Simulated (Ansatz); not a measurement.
**Scan of one atom of the cell for CdSe (wurtzite)**

Starting cell, CdSe (wurtzite):

```
CdSe
1.0
    4.38272     0.00000     0.00000
   -2.19136     3.79554     0.00000
    0.00000     0.00000     7.15447
Cd Se
2 2
Direct
  0.66667   0.33333   0.00047
  0.33333   0.66667   0.50047
  0.66667   0.33333   0.62473
  0.33333   0.66667   0.12473
```

In each cell atom 4 (Se, nearest neighbour Cd at 2.682 Å; its periodic images, 4.4 Å or more away, move with it) moves by s·(0.000, 0.000, 1.000) (along Cartesian z), the rest being held.

These are PBE (plane waves to 420 eV, PAW, scalar-relativistic; Ansatz, a program for electronic structure) values and carry that method's errors. k mesh 7×7×4 (Γ-centred), Fermi-Dirac smearing 0.05 eV. The energy includes the smearing's −TS. Compression counts positive. Left out: 1 of 11 points, with atoms too close for the PAW data. CdSe was relaxed with its symmetry unable to fall. ΔE is measured from the undisplaced structure.

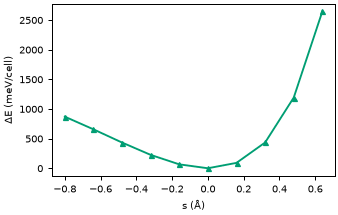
Fig. 1. ΔE (meV/cell) against s (Å); computed points joined by lines.

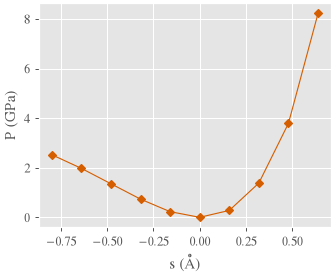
P (GPa) against s (Å); markers are the computed points, lines only join them.

The force along the line at s = -0.800 Å is 1.27 eV/Å. The force constant k = d²E/ds² at s = 0 (finite differences) is 6.00 eV/Å² and the energy at s = 0.640 Å comes out as 2647 meV/cell. Harmonic estimate at the end of the scan: ½ks² = 1228 meV/cell against the computed 2647 meV/cell, so the well is stiffer than harmonic there. Symmetry of the curve: not even: the positive side lies higher at ±0.640 Å.

The forces along the line at the two nearest points give (0.759 − (-1.233)) / (2·0.160) = 6.22 eV/Å²; the next pair corrects for the finite step.

(For displaced atoms, the force is minus the slope of the energy, and its curvature is a force constant, which sets phonon frequencies.)
